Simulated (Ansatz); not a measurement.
# Geometry relaxation of Ge$_{2}$H$_{4}$Cl$_{4}$ (part 1 of 2)

System: Ge$_{2}$H$_{4}$Cl$_{4}$.
Method: RKS PBE/def2-SVP (Ansatz 0.2.0).

It belongs to a series of runs on one base structure; here: end point B relaxed. Figures and captions count atoms from 1; the log counts them from 0 in places.

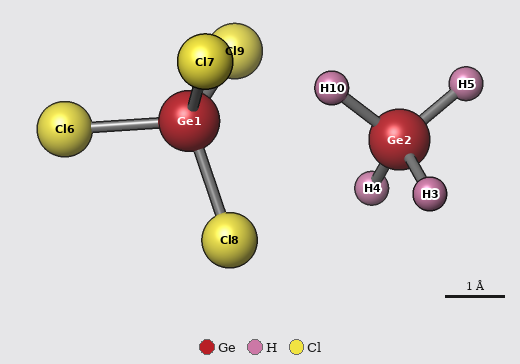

**Figure 1.** The input geometry (ball-and-stick view, seen at a tilt; atoms are numbered from 1 in the order of the input). Sticks mark near contacts.

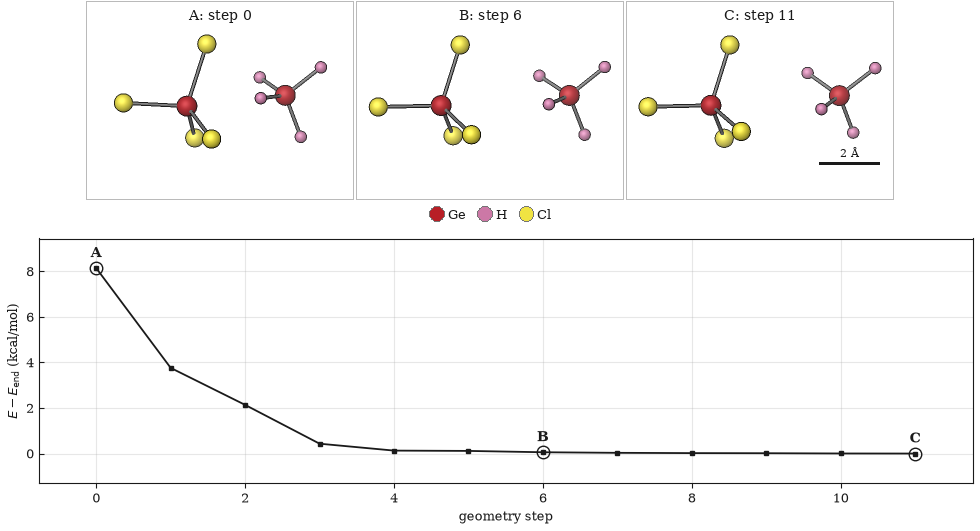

**Figure 2.** Frames of the relaxation (ball-and-stick view, seen at a tilt) above the curves, on which the letters mark them (the first geometry is step 0 here and step 1 in the log).

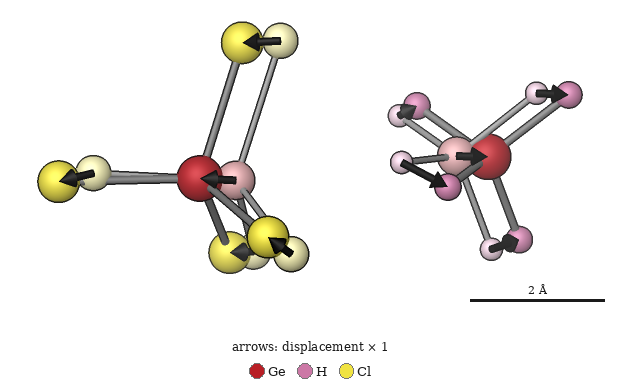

**Figure 3.** Start (faint) and end (solid) with the displacements as black arrows, at true length (ball-and-stick view, seen at a tilt). The two geometries are laid on each other by the best rigid fit. After 11 geometry steps the energy has fallen by 8.14 kcal/mol. Largest force component: 0.58 eV/Å at the start, 0.024 eV/Å at the end. The largest move after the best rigid fit is that of H10, 0.79 Å. Largest moves by element: H 0.79 Å, Cl 0.59 Å, Ge 0.56 Å. Distances before and after: Ge1–Cl9 2.201 → 2.150 Å, Ge1–Cl6 2.161 → 2.149 Å. Among the angles that change: Cl8–Ge1–Cl9 116.3° → 109.5°, Cl6–Ge1–Cl8 105.3° → 109.3°, H5–Ge2–H10 107.3° → 109.4°. (Atoms are counted from 1 in the order of the input.)

The input that produced these results follows, with the program's output.

**The input**
```yaml
crystal:
  periodic: [false, false, false]
  atoms:
    - { symbol: Ge, position_ang: [0.596839, 0.341997, -0.413233] }
    - { symbol: Ge, position_ang: [-0.197556, 0.298651, 3.118329] }
    - { symbol: H, position_ang: [-1.51275, -0.493425, 3.322037] }
    - { symbol: H, position_ang: [1.010828, -0.661831, 3.083487] }
    - { symbol: H, position_ang: [-0.008428, 1.305365, 4.286945] }
    - { symbol: Cl, position_ang: [1.568195, -0.001972, -2.313214] }
    - { symbol: Cl, position_ang: [-1.16752, 1.519495, -0.782061] }
    - { symbol: Cl, position_ang: [0.071441, -1.615673, 0.318262] }
    - { symbol: Cl, position_ang: [2.076006, 1.461493, 0.771652] }
    - { symbol: H, position_ang: [-0.263355, 1.1203, 1.810196] }
basis:
  gaussian: { orbitals: def2-SVP }
hamiltonian:
  xc: pbe
relax:
  f_tol: 0.03
  max_steps: 50
```

Launch command:
```bash
ansatz run input.yaml --threads 4 --pin off --max-ram 5120MiB --backend cpu --events-out ev --progress --plain --runs-dir out
```

**The program's output**
```
The last accepted step is kept in [file] (removed where the run ends without a failure and the disk answers)
Engine: ansatz 0.2.0, aarch64-unknown-linux-gnu
Functional definition: PBE
  parameter kappa = 0.804
  parameter beta = 0.06672455060314922
  exchange = pbe_x(kappa = kappa, mu = beta*pi^2/3)
  correlation = pbe_c(beta = beta)
1714 factors; their error is unknown
mean field evaluation 1: about -163126.3159 eV, gradient 3.5e1 eV
mean field evaluation 2: about -163123.8141 eV, gradient 5.2e1 eV
mean field evaluation 4: about -163128.2882 eV, gradient 1.9e0 eV
mean field evaluation 8: about -163128.3005 eV, gradient 3.5e-2 eV
mean field evaluation 16: about -163128.1859 eV, gradient 9.4e-5 eV
mean field -163128.18591295 eV, -5994.8502600450 hartree, gradient 1.1e-5 eV, S^2 0.000000; 0 other end points of the search recorded, 0 dependent functions left out
the calculation of the forces begins
reference -163128.18595212 eV, -5994.8502614847 hartree; 68, 68 occupied and 88, 88 virtual orbitals, 1714 factors
relax step   1: F+E_penalty+E_count = -163128.18591295 eV  Δ(F+E_penalty+E_count) = +0.000e0 eV  max|allowed force component| = 5.771e-1 eV/Å  Δτ_max = 0.0000 Å  (27 SCF iters, accepted)
these checks for a lower state are left out or cut short: starts, cluster_reference, orbital_swaps, neighbouring_geometries, increment
1714 factors; their error is unknown
mean field -163128.37587617 eV, -5994.8572410647 hartree, gradient 1.6e-5 eV, S^2 0.000000; 0 other end points of the search recorded, 0 dependent functions left out
the calculation of the forces begins
reference -163128.37591574 eV, -5994.8572425188 hartree; 68, 68 occupied and 88, 88 virtual orbitals, 1714 factors
relax step   2: F+E_penalty+E_count = -163128.37587617 eV  Δ(F+E_penalty+E_count) = -1.900e-1 eV  max|allowed force component| = 2.527e-1 eV/Å  Δτ_max = 0.1947 Å  (28 SCF iters, accepted)
these checks for a lower state are left out or cut short: starts, cluster_reference, orbital_swaps, neighbouring_geometries, increment
1714 factors; their error is unknown
mean field -163128.44635696 eV, -5994.8598311859 hartree, gradient 5.8e-5 eV, S^2 0.000000; 0 other end points of the search recorded, 0 dependent functions left out
the calculation of the forces begins
reference -163128.44639703 eV, -5994.8598326586 hartree; 68, 68 occupied and 88, 88 virtual orbitals, 1714 factors
relax step   3: F+E_penalty+E_count = -163128.44635696 eV  Δ(F+E_penalty+E_count) = -7.048e-2 eV  max|allowed force component| = 2.084e-1 eV/Å  Δτ_max = 0.1199 Å  (26 SCF iters, accepted)
these checks for a lower state are left out or cut short: starts, cluster_reference, orbital_swaps, neighbouring_geometries, increment
1714 factors; their error is unknown
mean field evaluation 32: about -163128.6278 eV, gradient 8.2e-2 eV
mean field -163128.52024485 eV, -5994.8625465160 hartree, gradient 2.0e-5 eV, S^2 0.000000; 0 other end points of the search recorded, 0 dependent functions left out
the calculation of the forces begins
reference -163128.52028577 eV, -5994.8625480195 hartree; 68, 68 occupied and 88, 88 virtual orbitals, 1714 factors
relax step   4: F+E_penalty+E_count = -163128.52024485 eV  Δ(F+E_penalty+E_count) = -7.389e-2 eV  max|allowed force component| = 1.234e-1 eV/Å  Δτ_max = 0.2000 Å  (28 SCF iters, accepted)
these checks for a lower state are left out or cut short: starts, cluster_reference, orbital_swaps, neighbouring_geometries, increment
1714 factors; their error is unknown
mean field -163128.53340703 eV, -5994.8630302170 hartree, gradient 8.3e-5 eV, S^2 0.000000; 0 other end points of the search recorded, 0 dependent functions left out
the calculation of the forces begins
reference -163128.53344903 eV, -5994.8630317607 hartree; 68, 68 occupied and 88, 88 virtual orbitals, 1714 factors
relax step   5: F+E_penalty+E_count = -163128.53340703 eV  Δ(F+E_penalty+E_count) = -1.316e-2 eV  max|allowed force component| = 3.422e-2 eV/Å  Δτ_max = 0.1993 Å  (25 SCF iters, accepted)
these checks for a lower state are left out or cut short: starts, cluster_reference, orbital_swaps, neighbouring_geometries, increment
1714 factors; their error is unknown
mean field -163128.53401245 eV, -5994.8630524659 hartree, gradient 3.5e-5 eV, S^2 0.000000; 0 other end points of the search recorded, 0 dependent functions left out
the calculation of the forces begins
reference -163128.53405404 eV, -5994.8630539943 hartree; 68, 68 occupied and 88, 88 virtual orbitals, 1714 factors
relax step   6: F+E_penalty+E_count = -163128.53401245 eV  Δ(F+E_penalty+E_count) = -6.054e-4 eV  max|allowed force component| = 1.610e-1 eV/Å  Δτ_max = 0.0853 Å  (26 SCF iters, accepted)
these checks for a lower state are left out or cut short: starts, cluster_reference, orbital_swaps, neighbouring_geometries, increment
1714 factors; their error is unknown
mean field -163128.53653593 eV, -5994.8631452020 hartree, gradient 3.2e-5 eV, S^2 0.000000; 0 other end points of the search recorded, 0 dependent functions left out
the calculation of the forces begins
reference -163128.53657729 eV, -5994.8631467220 hartree; 68, 68 occupied and 88, 88 virtual orbitals, 1714 factors
relax step   7: F+E_penalty+E_count = -163128.53653593 eV  Δ(F+E_penalty+E_count) = -2.523e-3 eV  max|allowed force component| = 8.994e-2 eV/Å  Δτ_max = 0.0586 Å  (25 SCF iters, accepted)
these checks for a lower state are left out or cut short: starts, cluster_reference, orbital_swaps, neighbouring_geometries, increment
1714 factors; their error is unknown
mean field -163128.53764912 eV, -5994.8631861111 hartree, gradient 2.5e-5 eV, S^2 0.000000; 0 other end points of the search recorded, 0 dependent functions left out
the calculation of the forces begins
reference -163128.53769040 eV, -5994.8631876279 hartree; 68, 68 occupied and 88, 88 virtual orbitals, 1714 factors
relax step   8: F+E_penalty+E_count = -163128.53764912 eV  Δ(F+E_penalty+E_count) = -1.113e-3 eV  max|allowed force component| = 6.075e-3 eV/Å  Δτ_max = 0.0367 Å  (24 SCF iters, accepted)
these checks for a lower state are left out or cut short: starts, cluster_reference, orbital_swaps, neighbouring_geometries, increment
1714 factors; their error is unknown
mean field -163128.53817316 eV, -5994.8632053692 hartree, gradient 3.0e-5 eV, S^2 0.000000; 0 other end points of the search recorded, 0 dependent functions left out
the calculation of the forces begins
reference -163128.53821429 eV, -5994.8632068806 hartree; 68, 68 occupied and 88, 88 virtual orbitals, 1714 factors
relax step   9: F+E_penalty+E_count = -163128.53817316 eV  Δ(F+E_penalty+E_count) = -5.240e-4 eV  max|allowed force component| = 3.296e-2 eV/Å  Δτ_max = 0.0650 Å  (25 SCF iters, accepted)
these checks for a lower state are left out or cut short: starts, cluster_reference, orbital_swaps, neighbouring_geometries, increment
1714 factors; their error is unknown
mean field evaluation 64: about -163128.6472 eV, gradient 1.3e-3 eV
mean field -163128.53839873 eV, -5994.8632136585 hartree, gradient 2.4e-5 eV, S^2 0.000000; 0 other end points of the search recorded, 0 dependent functions left out
the calculation of the forces begins
reference -163128.53843983 eV, -5994.8632151691 hartree; 68, 68 occupied and 88, 88 virtual orbitals, 1714 factors
relax step  10: F+E_penalty+E_count = -163128.53839873 eV  Δ(F+E_penalty+E_count) = -2.256e-4 eV  max|allowed force component| = 3.279e-2 eV/Å  Δτ_max = 0.0180 Å  (26 SCF iters, accepted)
these checks for a lower state are left out or cut short: starts, cluster_reference, orbital_swaps, neighbouring_geometries, increment
1714 factors; their error is unknown
mean field -163128.53888634 eV, -5994.8632315780 hartree, gradient 3.6e-5 eV, S^2 0.000000; 0 other end points of the search recorded, 0 dependent functions left out
the calculation of the forces begins
reference -163128.53892741 eV, -5994.8632330873 hartree; 68, 68 occupied and 88, 88 virtual orbitals, 1714 factors
relax step  11: F+E_penalty+E_count = -163128.53888634 eV  Δ(F+E_penalty+E_count) = -4.876e-4 eV  max|allowed force component| = 2.245e-2 eV/Å  Δτ_max = 0.0582 Å  (25 SCF iters, accepted)
these checks for a lower state are left out or cut short: starts, cluster_reference, orbital_swaps, neighbouring_geometries, increment
1714 factors; their error is unknown
mean field -163128.53903926 eV, -5994.8632371977 hartree, gradient 2.9e-5 eV, S^2 0.000000; 0 other end points of the search recorded, 0 dependent functions left out
the calculation of the forces begins
reference -163128.53908033 eV, -5994.8632387069 hartree; 68, 68 occupied and 88, 88 virtual orbitals, 1714 factors
```
